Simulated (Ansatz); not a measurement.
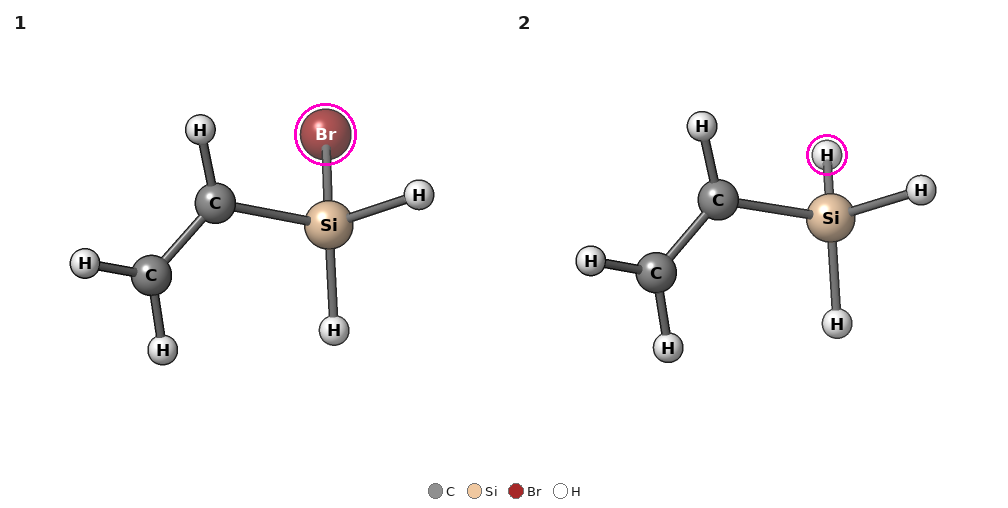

2 molecules with one skeleton, seen from the same side and at one scale; the atom that differs is circled. Charge 0, singlet. Computed geometries: PBE0-D4/def2-TZVP optimisations, one conformation each. Properties computed with Ansatz 0.2.0.

One atom differs, called X below: Br in panel 1, H in panel 2. Their formulas are C2H5BrSi (`C=C[SiH2]Br`), C2H6Si (`C=C[SiH3]`).

In which is the HOMO–LUMO gap larger (CAM-B3LYP-D4/def2-TZVPP)?

In panel 2 (X = H).

In which is the harmonic zero-point energy higher (PBE0-D4/def2-TZVP)?

In panel 2 (X = H).

Give the values. With PBE0-D4/def2-TZVP: length of X–Si (Å), mean angle X–Si–H (°), dipole moment (D), harmonic zero-point energy (kJ/mol). With CAM-B3LYP-D4/def2-TZVPP: HOMO energy (Kohn–Sham orbital) (eV), HOMO–LUMO gap (eV).

```tsv
quantity	1 (Br)	2 (H)	2 − 1
length of X–Si (Å)	2.229	1.488	−0.741
mean angle X–Si–H (°)	107.1	108.4	+1.3
HOMO energy (Kohn–Sham orbital) (eV)	−9.49	−9.33	+0.16
HOMO–LUMO gap (eV)	9.63	10.03	+0.40
dipole moment (D)	2.06	0.77	−1.29
harmonic zero-point energy (kJ/mol)	159.6	175.4	+15.8
```
